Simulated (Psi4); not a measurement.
# UCCSD(T)/def2-SVPD (density fitting, core potential, density fitting for correlation, qc module occ) run of InH2 (SMILES [InH2])

What is the vertical electron affinity of InH2 at UCCSD(T)/def2-SVPD (density fitting, core potential, density fitting for correlation, qc module occ)? 

Program for the calculation: Psi4 1.11.

4 further runs of the same task are left out: 2 that didn't finish, 2 set aside as unsound or not needed.

## (1) The system as given

The species is InH2 (3 atoms), meant as a doublet with charge 0. SMILES: `[InH2]`. Geometry: relaxed at PBE0-D4/def2-TZVP.

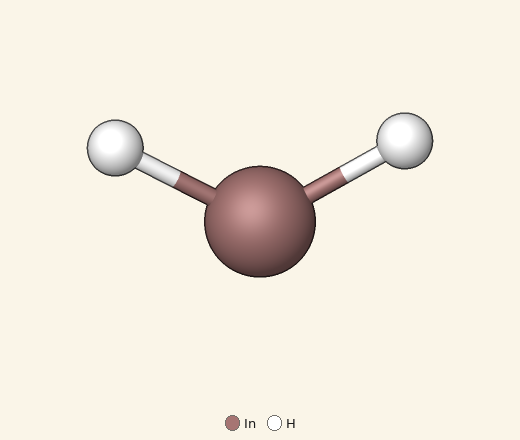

Viewed from a chosen angle; indium brown, hydrogen white.

## (2) A single-point energy at UCCSD(T)/def2-SVPD (density fitting, core potential, density fitting for correlation, qc module occ)

Input file job.in:

```
memory 1600 MB

molecule geom {
  0 2
  In     0.384600    -0.425400     0.149800
  H      0.691300     1.265400     0.521600
  H     -1.086900    -0.904800    -0.684700
  no_reorient
  no_com
}

set {
  basis           def2-SVPD
  reference       uhf
  num_frozen_docc 4
  scf_type        df
  cc_type         df
  qc_module       occ
}

result, w = energy('ccsd(t)', return_wfn=True)
```

Command:

```bash
$ psi4 job.in job.out -n 1
```

job.out, cut to the lines that bear on the results:

```text
[...]
    !!!  WARNING: ECP capability is in beta. Please check occupations closely.  !!!
[...]
  Running in c1 symmetry.
[...]
  Nuclear repulsion =   12.814194965444415
[...]
  Multiplicity = 2
[...]
  Nalpha       = 12
  Nbeta        = 11
[...]
    Number of basis functions: 48
[...]
   @DF-UHF iter   1:  -190.28649512432690   -1.02962e+00   4.79402e-03 DIIS/ADIIS
[...]
   @DF-UHF iter  13:  -190.31895045509538   -1.17950e-11   9.17686e-09 DIIS
[...]
   @S^2 Observed:                7.579409137E-01
[...]
    Orbital Energies [Eh]
    ---------------------
    Alpha Occupied:
       1A     -5.388814     2A     -3.647717     3A     -3.642275
       4A     -3.637390     5A     -1.034855     6A     -1.030455
       7A     -1.026401     8A     -1.026274     9A     -1.021473
      10A     -0.549255    11A     -0.419454    12A     -0.284332
    Alpha Virtual:
      13A      0.012258    14A      0.053659    15A      0.098647
      16A      0.100845    17A      0.117451    18A      0.117712
      19A      0.119371    20A      0.163877    21A      0.178528
      22A      0.244295    23A      0.274169    24A      0.284492
      25A      0.329416    26A      0.347480    27A      0.361650
[...]
  @DF-UHF Final Energy:  -190.31895045509538
   => Energetics <=
    Nuclear Repulsion Energy =             12.8141949654444147
    One-Electron Energy =                -361.2393830441344562
    Two-Electron Energy =                 158.1062376235946658
    Total Energy =                       -190.3189504550953757
  UHF NO Occupations:
  HONO-2 :   10  A 1.9986942
  HONO-1 :   11  A 1.9976455
[...]
 Multipole Moments:
 ------------------------------------------------------------------------------------
     Multipole            Electronic (a.u.)      Nuclear  (a.u.)        Total (a.u.)
 ------------------------------------------------------------------------------------
 L = 1.  Multiply by 2.5417464519 to convert [e a0] to [Debye]
 Dipole X            :        -14.3771055           14.5149864            0.1378809
 Dipole Y            :         16.0569950          -16.2002441           -0.1432491
 Dipole Z            :         -5.5816959            5.6364861            0.0547903
 Magnitude           :                                                    0.2062363
[...]
	DF-SCS-MP2 Total Energy (a.u.)     :  -190.40747948498725
	DF-SOS-MP2 Total Energy (a.u.)     :  -190.40930660541406
	DF-SCS(N)-MP2 Total Energy (a.u.)  :  -190.34600175721724
[...]
	DF-MP2 Total Energy (a.u.)         :  -190.40382524413354
[...]
	DF-CCSD Total Energy (a.u.)        :  -190.42456781687312
[...]
	DF-CCSD(T) Total Energy (a.u.)     :  -190.42742436284979
[...]
```

It took 11 s on 1 thread of Intel Xeon Platinum 8259CL at 2.50GHz (Skylake/Cascade Lake), shared host; peak memory 0.2 GiB.

## (3) The singlet anion at the same level

Input file calc.inp:

```
memory 1600 mb

molecule {
  -1 1
  In
  H 1 1.758154
  H 1 1.758274 2 120.56852
  no_reorient
  no_com
}

set {
  reference       uhf
  num_frozen_docc 4
  scf_type        df
  cc_type         df
  qc_module       occ
}

e = energy('ccsd(t)/def2-SVPD')
```

Command:

```bash
$ psi4 -n 1 calc.inp calc.out
```

calc.out, cut to the lines that bear on the results:

```text
[...]
    !!!  WARNING: ECP capability is in beta. Please check occupations closely.  !!!
[...]
  Running in cs symmetry.
[...]
  Nuclear repulsion =   12.814193602105320
[...]
  Multiplicity = 1
[...]
  Nalpha       = 12
  Nbeta        = 12
[...]
    Number of basis functions: 48
[...]
   @DF-UHF iter   1:  -190.21381641555843   -9.54116e-01   9.02985e-03 DIIS/ADIIS
[...]
   @DF-UHF iter  11:  -190.31354793163379   -6.39488e-12   5.82674e-09 DIIS
[...]
   @S^2 Observed:               -5.329070518E-15
[...]
  @DF-UHF Final Energy:  -190.31354793163379
   => Energetics <=
    Nuclear Repulsion Energy =             12.8141936021053198
    One-Electron Energy =                -366.5229110648301685
    Two-Electron Energy =                 163.3951695310910566
    Total Energy =                       -190.3135479316337921
  UHF NO Occupations:
  HONO-2 :    7 Ap 2.0000000
  HONO-1 :    8 Ap 2.0000000
[...]
 Multipole Moments:
 ------------------------------------------------------------------------------------
     Multipole            Electronic (a.u.)      Nuclear  (a.u.)        Total (a.u.)
 ------------------------------------------------------------------------------------
 L = 1.  Multiply by 2.5417464519 to convert [e a0] to [Debye]
 Dipole X            :          1.6324576           -2.2936929           -0.6612354
 Dipole Y            :          0.9313334           -1.3089528           -0.3776194
 Dipole Z            :          0.0000000            0.0000000            0.0000000
 Magnitude           :                                                    0.7614648
[...]
	DF-SCS-MP2 Total Energy (a.u.)     :  -190.42680924116146
	DF-SOS-MP2 Total Energy (a.u.)     :  -190.42906516105418
	DF-SCS(N)-MP2 Total Energy (a.u.)  :  -190.34855444162636
[...]
	DF-MP2 Total Energy (a.u.)         :  -190.42229740137600
[...]
	DF-CCSD Total Energy (a.u.)        :  -190.44805390438003
[...]
	DF-CCSD(T) Total Energy (a.u.)     :  -190.45230712649348
[...]
```

It took 12 s on 1 thread of Intel Xeon Platinum 8259CL at 2.50GHz (Skylake/Cascade Lake), shared host; peak memory 0.2 GiB.

## (4) What came out

Level: UCCSD(T)/def2-SVPD (density fitting, core potential, density fitting for correlation, qc module occ), 4 core orbitals frozen.

| quantity | value |
| --- | --- |
| doublet InH2: total energy | -190.42742 Eh |
| doublet InH2: HOMO energy (Hartree–Fock orbitals) (highest over α and β) | -7.74 eV |
| doublet InH2: LUMO energy (Hartree–Fock orbitals) (lowest over α and β) | 0.33 eV |
| doublet InH2: correlation energy (4 core orbitals frozen) | -108.5 mEh |
| doublet InH2: (T) correction | -2.86 mEh |
| doublet InH2: ⟨S²⟩ of the reference determinant | 0.758 |
| singlet anion: total energy | -190.45231 Eh |
| singlet anion: HOMO energy (Hartree–Fock orbitals) | -0.48 eV |
| singlet anion: LUMO energy (Hartree–Fock orbitals) | 5.20 eV |
| singlet anion: HOMO–LUMO gap (to an unbound level, set by the basis) | 5.68 eV |
| singlet anion: correlation energy (4 core orbitals frozen) | -138.8 mEh |
| singlet anion: (T) correction | -4.25 mEh |
| vertical electron affinity (to the singlet anion) | 0.677 eV |

In words: At fixed nuclei the extra electron is bound by 0.68 eV (15.6 kcal/mol). The triples (doublet InH2) make up 2.6 % of the correlation energy. The triples (singlet anion) make up 3.1 % of the correlation energy.
